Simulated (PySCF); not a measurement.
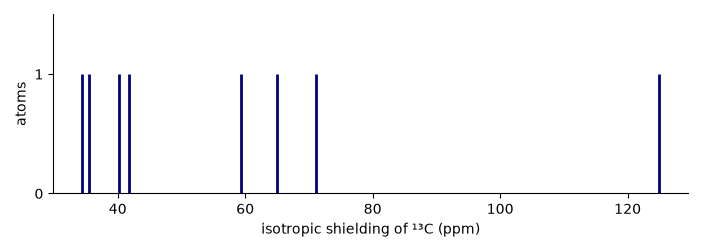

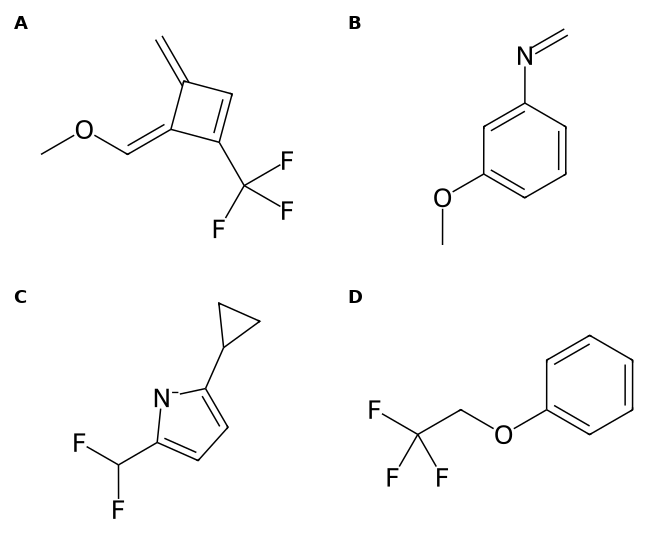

The sticks are computed shieldings of one of the molecules, for one fixed geometry (PBE0-D3(BJ)/def2-SVP) without averaging over rotations. Low shielding means a high chemical shift. Method: GIAO PBE0/pcSseg-1 NMR shielding, non-relativistic, IEF-PCM chloroform (PySCF 2.14.0).

> Match the spectrum to a structure.

A, `C=C1C=C(C(F)(F)F)/C1=C/OC`. Its 8 C atoms give lines at 34.4, 35.5, 40.2, 41.7, 59.3, 65.0, 71.1, 124.9 ppm.
